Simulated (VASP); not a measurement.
# SnAs: structure and properties in VASP

How well does r2SCAN + rVV10 reproduce what experiment finds for SnAs? The cell is relaxed first, and properties follow on it. The steps: full relaxation (r2SCAN + rVV10), second relaxation, single point with fields (r2SCAN + rVV10), band structure (r2SCAN + rVV10), density of states (r2SCAN + rVV10), zone-centre phonons (r2SCAN + rVV10) and bands along the symmetry lines (r2SCAN + rVV10 + SOC). Left out of this account: 1 further run (core levels: core levels are not valid at this level). The start is a computed cell from the Materials Project.

Method: r2SCAN with rVV10; plane waves and PAW (Sn_d, As), in the first sound run; inputs show where later runs differ, in VASP 6.6.1.

Experimental background.

“Detailed magneto-heat capacity analysis of SnAs topological superconductor” (2022, arxiv:2202.10664) reports for SnAs, NaCl-type (rock salt), by powder XRD, Rietveld refinement (crystal grown by two-step solid state reaction): lattice constant a (cubic a) 5.721 Å [measurement temperature not stated, presumably room temperature].

This is a report of a sequence of runs, with most program output left out.

### Step 1. The structure

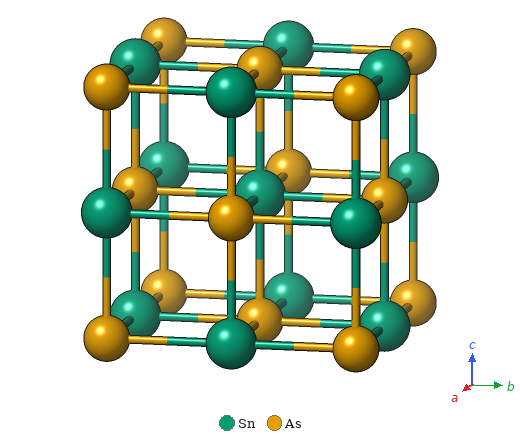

The cell as given, slightly off an axis (tin teal, arsenic orange). This picture shows the conventional cell, with its axes. Some periodic images of atoms are drawn too.

Structure file:

```xyz
2
Lattice="0.0000 2.8769 2.8769 2.8769 0.0000 2.8769 2.8769 2.8769 0.0000" Properties=species:S:1:pos:R:3 pbc="T T T"
Sn    2.8769    2.8769    2.8769
As    0.0000    0.0000    0.0000
```

### Step 2. Full relaxation (r2SCAN + rVV10)

The start need not lie at this functional's minimum. ISIF = 3 frees volume, shape and positions, and EDIFFG sets the threshold on forces and stress at which the search stops. r2SCAN adds the kinetic-energy density, costs more than a GGA and is run with LASPH. LUSE_VDW switches on a nonlocal correlation term for dispersion.

The input, INCAR:

```
SYSTEM = SnAs
PREC = Accurate
ENCUT = 400
EDIFF = 1E-06
NELM = 100
ISMEAR = 0
SIGMA = 0.05
LREAL = .FALSE.
ALGO = Normal
METAGGA = R2SCAN
LUSE_VDW = .TRUE.
IVDW_NL = 2
BPARAM = 11.95
CPARAM = 0.0093
LASPH = .TRUE.
NBANDS = 15
LORBIT = 11
LWAVE = .FALSE.
LCHARG = .FALSE.
KPAR = 2
IBRION = 2
NSW = 60
ISIF = 3
EDIFFG = -0.01
```

The input, POSCAR:

```
SnAs
1.0
    0.0000000000      2.8768709376      2.8768709376
    2.8768709376      0.0000000000      2.8768709376
    2.8768709376      2.8768709376      0.0000000000
Sn As
1 1
Direct
    0.5000000000      0.5000000000      0.5000000000
    0.0000000000      0.0000000000      0.0000000000
```

The input, KPOINTS:

```
Automatic mesh
0
Gamma
8 8 8
0 0 0
```

The projector-augmented-wave data sets are Sn_d and As (PBE family, release 64).

Command:

```sh
mpirun -np 2 vasp_std
```

Run time: 4.6 min. Hardware: 2 MPI ranks of AMD EPYC 7R43, shared host; peak memory 0.46 GiB.

This run has no spin polarisation. Its electron count is odd, so without a moment it is a metal by construction. The k-mesh is coarse for a metal. The PAW data sets were made with PBE, which is usual practice but a small mismatch for other functionals. The run keeps the 48 symmetry operations of its start, so it cannot find a distortion of lower symmetry.

The steps of the relaxation:

```
step  energy less that of the first step (eV)  largest force (eV/Å)  pressure (GPa)  volume (Å³)
   1                                   0.0000                0.0000           -0.72        47.62
   2                                  -0.0008                0.0000            0.40        46.89
   3                                  -0.0011                0.0000            0.02        47.14
```

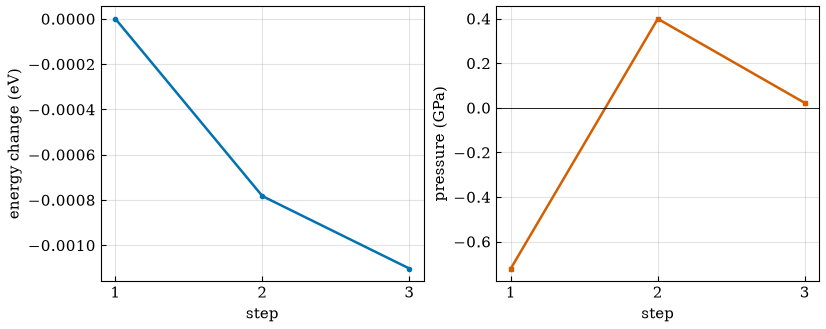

Energy and pressure along the relaxation.

```csv
"conventional cell, symmetrised",before,after,change
a (Å),5.754,5.734,-0.3 %
b (Å),5.754,5.734,-0.3 %
c (Å),5.754,5.734,-0.3 %
volume (Å³/atom),23.81,23.57,-1.0 %
```

The relaxed structure:

```
Sn As
1.0
     0.00000    2.86714    2.86714
     2.86714    0.00000    2.86714
     2.86714    2.86714    0.00000
Sn As
1 1
Cartesian
  2.8671 2.8671 2.8671
  0.0000 0.0000 0.0000
```

Numbers from this step:

```yaml
electrons: 19
bands: 15
irreducible_k_points: 29
symmetry_operations: 48
free_energy_toten: -39.08 eV
energy_at_zero_smearing: -39.08 eV
fermi_energy: 6.863 eV
pressure: 0.02178 GPa
metallic: yes
scf_cycles_over_all_ionic_steps: 29
```

It ends with forces that vanish by symmetry and a pressure of 0.02 GPa.

### Step 3. Second relaxation

A relaxation keeps the plane waves of the cell it began with, so it is repeated from the new cell, on a basis made for it.

INCAR is that of step 2.

The input, POSCAR:

```
SnAs
1.0
    0.0000000000      2.8671404637      2.8671404637
    2.8671404637      0.0000000000      2.8671404637
    2.8671404637      2.8671404637      0.0000000000
Sn As
1 1
Direct
    0.5000000000      0.5000000000      0.5000000000
    0.0000000000      0.0000000000      0.0000000000
```

KPOINTS is that of step 2.

Command:

```sh
mpirun -np 2 vasp_std
```

Run time: 1.9 min. Hardware: 2 MPI ranks; peak memory 0.44 GiB; 3.7 min of CPU time.

Little changed from the start: no atom moved by 0.005 Å and no cell edge by 0.1 %.

Numbers from this step:

```
pressure                        : 0.01416 GPa
SCF cycles over all ionic steps : 12
```

It ends with forces that vanish by symmetry and a pressure of 0.01 GPa. The volume moved by under 0.01 %: the run met its threshold at the first step.

### Step 4. Single point with fields (r2SCAN + rVV10)

A single point on the relaxed cell gives a clean self-consistent state, with density, ELF and potential written out.

INCAR: that of step 3 with these lines changed.

```diff
@@ -18,7 +18,5 @@
 LWAVE = .FALSE.
-LCHARG = .FALSE.
-KPAR = 2
-IBRION = 2
-NSW = 60
-ISIF = 3
-EDIFFG = -0.01
+LCHARG = .TRUE.
+ISIF = 2
+LELF = .TRUE.
+LVHAR = .TRUE.
```

POSCAR is that of step 3.

KPOINTS is that of step 3.

Command:

```sh
mpirun -np 2 vasp_std
```

Run time: 1.8 min. Hardware: 2 MPI ranks; peak memory 0.34 GiB.

Numbers from this step:

* SCF cycles: 12
* bands: 16
* pressure: 0.01412 GPa

Valence electrons inside each PAW sphere by angular momentum. Sphere charges, by row:

```csv
atom,s (e),p (e),d (e),tot (e)
Sn1,1.197,0.965,10.01,12.18
As2,1.256,1.491,0.034,2.781
```

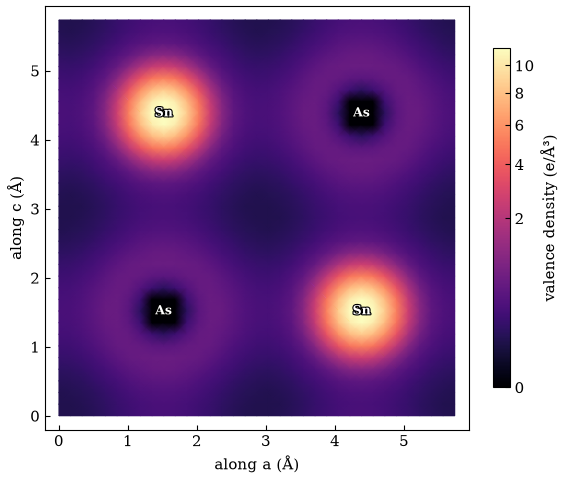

Valence density in the ac plane of the conventional cell at fractional y = 0.000, with atoms of Sn and As within 0.2 Å of it. It is the smooth field of the valence electrons, not physical close to the nuclei. The map starts off the cell's origin, so that atoms lie inside it. The colour scale is stretched toward low values.

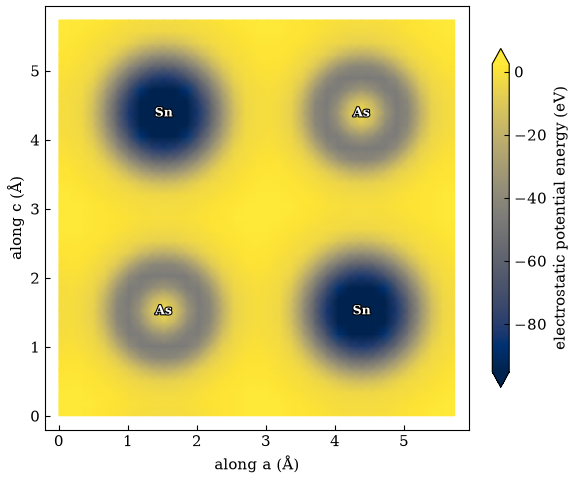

Electrostatic potential energy in the ac plane of the conventional cell at fractional y = 0.000, with atoms of Sn and As within 0.2 Å of it. With pseudopotentials it is smooth inside the atoms' cores, unlike the true potential. The map starts off the cell's origin, so that atoms lie inside it.

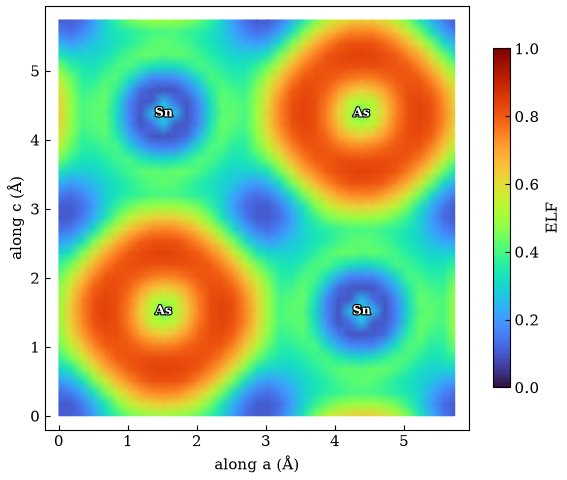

ELF in the ac plane of the conventional cell at fractional y = 0.000, with atoms of Sn and As within 0.2 Å of it. It is the smooth field of the valence electrons, not physical close to the nuclei. The map starts off the cell's origin, so that atoms lie inside it.

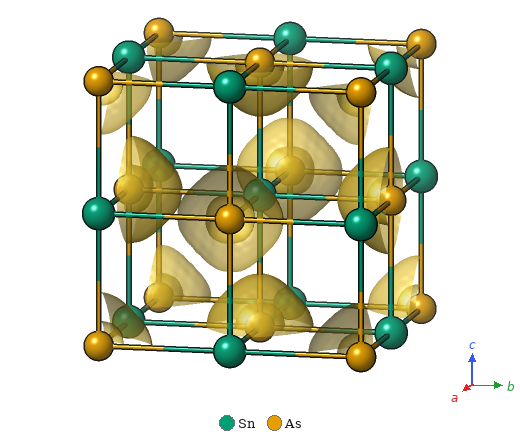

Surface of ELF = 0.76.

In this run the pressure is 0.01 GPa, small enough to go on.

### Step 5. Band structure (r2SCAN + rVV10)

The mesh alone shows little of the dispersion and can miss band extrema, so KPOINTS_OPT adds a path through the symmetry points after the self-consistent cycle.

INCAR: that of step 4 with these lines changed.

```diff
@@ -15,8 +15,6 @@
 LASPH = .TRUE.
-NBANDS = 15
+NBANDS = 21
 LORBIT = 11
 LWAVE = .FALSE.
-LCHARG = .TRUE.
-ISIF = 2
-LELF = .TRUE.
-LVHAR = .TRUE.
+LCHARG = .FALSE.
+KPAR = 2
```

POSCAR is that of step 4.

KPOINTS is that of step 4.

The input, KPOINTS_OPT:

```
Line mode
16
Line-mode
Reciprocal
  0.00000000   0.00000000   0.00000000 GAMMA
  0.50000000   0.00000000   0.50000000 X

  0.50000000   0.00000000   0.50000000 X
  0.50000000   0.25000000   0.75000000 W

  0.50000000   0.25000000   0.75000000 W
  0.37500000   0.37500000   0.75000000 K

  0.37500000   0.37500000   0.75000000 K
  0.00000000   0.00000000   0.00000000 GAMMA

  0.00000000   0.00000000   0.00000000 GAMMA
  0.50000000   0.50000000   0.50000000 L

  0.50000000   0.50000000   0.50000000 L
  0.62500000   0.25000000   0.62500000 U

  0.62500000   0.25000000   0.62500000 U
  0.50000000   0.25000000   0.75000000 W

  0.50000000   0.25000000   0.75000000 W
  0.50000000   0.50000000   0.50000000 L

  0.50000000   0.50000000   0.50000000 L
  0.37500000   0.37500000   0.75000000 K

  0.62500000   0.25000000   0.62500000 U
  0.50000000   0.00000000   0.50000000 X
```

Command:

```sh
mpirun -np 2 vasp_std
```

The job ended after 6.4 min (2 MPI ranks; peak memory 0.45 GiB).

Spin-orbit coupling is off here; with elements this heavy it splits and shifts levels by tenths of an eV or more.

This step gave:

```
bands    : 21
pressure : 0.02008 GPa
```

Electronic bands along the path, in eV, zero at the Fermi level; # counts the bands kept:

```csv
point,#1,#2,#3,#4,#5,#6,#7,#8
Γ,-2.45,-1.22,-1.22,-1.22,5.82,5.82,5.82,6.42
X,-6.03,-5.60,-3.48,-3.48,3.09,7.99,7.99,9.66
W,-7.26,-5.01,-5.01,0.95,2.38,6.42,6.42,9.37
K,-7.40,-5.49,-2.81,-1.79,4.91,5.28,6.61,8.24
Γ,-2.45,-1.22,-1.22,-1.22,5.82,5.82,5.82,6.42
L,-8.76,-0.71,-0.71,1.20,1.48,1.48,2.68,10.53
U,-7.40,-5.49,-2.81,-1.79,4.91,5.28,6.61,8.24
W,-7.26,-5.01,-5.01,0.95,2.38,6.42,6.42,9.37
L,-8.76,-0.71,-0.71,1.20,1.48,1.48,2.68,10.53
K,-7.40,-5.49,-2.81,-1.79,4.91,5.28,6.61,8.24
jump to U,-7.40,-5.49,-2.81,-1.79,4.91,5.28,6.61,8.24
X,-6.03,-5.60,-3.48,-3.48,3.09,7.99,7.99,9.66
```

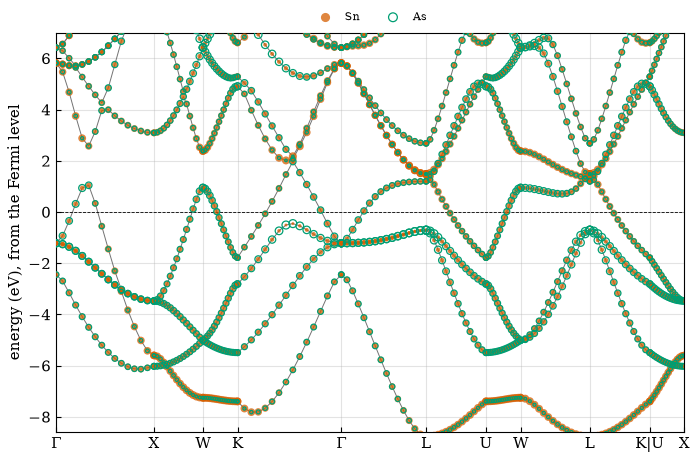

Electronic bands along the path; dots are coloured as in the legend, and their area grows with the weight.

There is no gap at this level.

### Step 6. Density of states (r2SCAN + rVV10)

Here the states are counted by energy and projected on the atoms. The mesh is finer than in the run before.

INCAR: that of step 5 with these lines changed.

```diff
@@ -5,3 +5,3 @@
 NELM = 100
-ISMEAR = 0
+ISMEAR = -5
 SIGMA = 0.05
@@ -20 +20,2 @@
 KPAR = 2
+NEDOS = 2001
```

POSCAR is that of step 5.

The input, KPOINTS:

```
Automatic mesh
0
Gamma
12 12 12
0 0 0
```

Command:

```sh
mpirun -np 2 vasp_std
```

Run time: 3.9 min. Hardware: 2 MPI ranks; peak memory 0.52 GiB.

With tetrahedra the forces and stress of a metal are not exact derivatives of the energy.

Numbers from this step:

| Item | Value |
| --- | --- |
| irreducible k-points | 72 |
| free energy (TOTEN) | -39.11 eV |
| Fermi energy | 6.948 eV |
| pressure | -0.1786 GPa |
| DOS at the Fermi level | 0.7152 states/eV/cell |

The density of states has structure finer than the step of the table below, so its rows give means over 1 eV, whole bins alone (the curve runs from -12.0 to 7.95 eV). Peaks (eV: height): total -11.0: 1.85, 3.9: 1.49, 5.1: 2.01, 6.7: 1.49; As p -1.3: 0.402, 0.5: 0.291, 5.1: 0.362, 6.8: 0.256; Sn p -3.5: 0.247, 2.2: 0.472, 5.1: 0.367, 6.7: 0.310; Sn s -7.9: 0.533, 0.5: 0.171; As s -11.0: 1.08.

States under -12.0 eV and over 8.0 eV are left out. Density of states against energy, zero at the Fermi level; means over each step; values in states/eV/cell:

```
energy (eV)   total     As p    Sn p    Sn s     As s     Sn d     As d
        -11   0.809  0.00166  0.0258  0.0228    0.459   0.0129   1.8e-4
        -10       0        0       0       0        0        0        0
         -9  0.0650  0.00640  4.7e-4  0.0295  0.00128   2.7e-4   3.4e-5
         -8   0.822   0.0732  0.0109   0.376   0.0358  0.00353  0.00221
         -7   0.680   0.0588  0.0159   0.285   0.0689  0.00367  0.00227
         -6   0.378   0.0437  0.0262   0.109   0.0500  0.00233   8.5e-4
         -5   0.573    0.106  0.0977  0.0501   0.0236  0.00414  0.00157
         -4   0.890    0.201   0.168  0.0329   0.0163   0.0104  0.00321
         -3    1.18    0.307   0.218  0.0296   0.0138   0.0189  0.00499
         -2    1.15    0.334   0.183  0.0392   0.0151   0.0266  0.00625
         -1   0.952    0.291   0.125  0.0578   0.0153   0.0291  0.00709
          0   0.778    0.178   0.122   0.107   0.0171   0.0223   0.0120
          1   0.511   0.0955  0.0945  0.0688   0.0268   0.0118  0.00862
          2   0.850   0.0656   0.328  0.0127   0.0423   0.0128   0.0291
          3   0.989    0.121   0.302  0.0318   0.0449   0.0295   0.0316
          4    1.20    0.172   0.227  0.0449   0.0270   0.0627   0.0473
          5    1.40    0.255   0.269  0.0439   0.0171   0.0623   0.0574
          6    1.10    0.203   0.220  0.0272   0.0120   0.0530   0.0448
          7    1.32    0.212   0.282  0.0189   0.0139   0.0831   0.0540
```

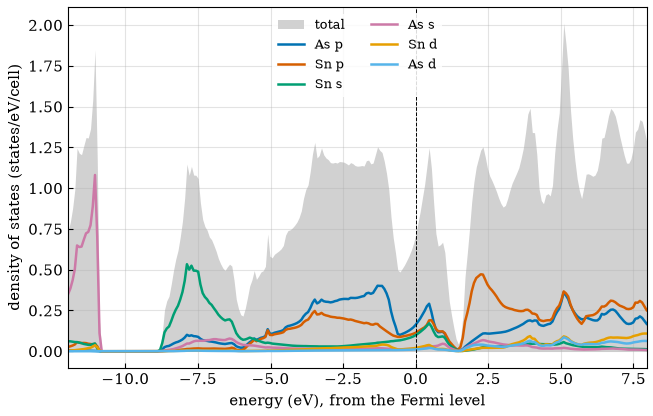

Density of states, plotted against energy.

The finer mesh and the other smearing move the Fermi level by +0.08 eV from the 8×8×8 run, one measure of the sampling error in the zero of the bands above. Of the states within 0.3 eV of the Fermi level, the largest shares in the PAW spheres are As p 23 %, Sn p 16 % and Sn s 14 %. The rest lies in smaller channels or between the spheres.

### Step 7. Zone-centre phonons (r2SCAN + rVV10)

Zone-centre modes test whether the atoms sit at a minimum within this cell. IBRION = 6 takes the force constants from differences of forces between displaced cells, so the forces must be tight.

The input, INCAR:

```
SYSTEM = SnAs
PREC = Accurate
ENCUT = 400
EDIFF = 1E-08
NELM = 100
ISMEAR = 1
SIGMA = 0.2
LREAL = .FALSE.
ALGO = Normal
METAGGA = R2SCAN
LUSE_VDW = .TRUE.
IVDW_NL = 2
BPARAM = 11.95
CPARAM = 0.0093
LASPH = .TRUE.
NBANDS = 15
LORBIT = 11
LWAVE = .FALSE.
LCHARG = .FALSE.
KPAR = 2
IBRION = 6
NFREE = 2
POTIM = 0.015
ISIF = 2
NSW = 1
```

POSCAR is that of step 6.

KPOINTS is that of step 6.

Command:

```sh
mpirun -np 2 vasp_std
```

The job ended after 22 min (2 MPI ranks; peak memory 0.66 GiB).

The last energy, forces, stress and levels in OUTCAR belong to the last displaced cell, not to the cell of POSCAR.

This step gave:

* bands: 15
* pressure of the cell: -0.2375 GPa
* largest force of the cell: 0 eV/Å

The modes at Γ (shares of kinetic energy by element, %):

```
mode  frequency (cm⁻¹)  symmetry  Sn %  As %
   1              -1.0  acoustic    60    40
   2              -1.0  acoustic    60    40
   3              -1.0  acoustic    60    40
   4              86.8       T1u    40    60
   5              86.8       T1u    40    60
   6              86.8       T1u    40    60
```

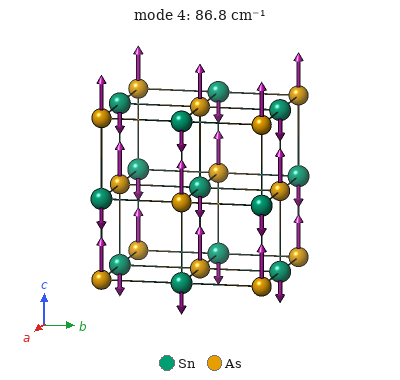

Displacement patterns of mode 4 at Γ; arrows are exaggerated. Some periodic images of atoms are drawn too.

The three acoustic modes lie within 1.0 cm⁻¹ of zero, and all others are real. By the characters of their eigenvectors the optical modes sort into (cm⁻¹) infrared active: T1u 87.

(Part 1 of 2 ends here.)

[Lines on the potential files, build, host, timing and source positions are cut from VASP's logs without a mark.]

[Logs are printed without paths, hosts, clocks, repeated set-up lines and the standing remarks that a program may print on its own settings, such as how far it seeks lower states.]

[Hosts, paths, dates, database ids (printed as entryN), source tags and the programs' standing remarks are cut or masked in the printed files.]

[A measured line is paired with the nearest computed mode of its activity, which favours agreement.]
